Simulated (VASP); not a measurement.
Band structure of ZrSb (space group Cmcm). Computed with LDA (Ceperley-Alder, Perdew-Zunger), VASP's LDA PAW potentials (set 64) (plane waves; VASP).

Unless said otherwise, spin-orbit coupling is left out, though it shifts the bands of the heavy elements here.

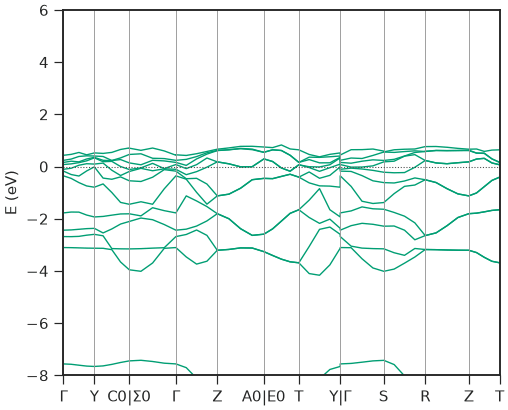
Figure: Bands along high-symmetry lines, zero at the valence-band maximum or, without a gap, the Fermi level

Task: Read the plot: is there a gap, and where are the band edges?

Result: It has no gap at this level: it comes out as a metal or semimetal.

The structure was generated: ZrSb was put into an ordered model structure, which need not be its known phase. The cell was not relaxed at this level. The k-mesh is coarse (spacing up to 0.44 per Å, 2π included), so the numbers may not be converged in it.
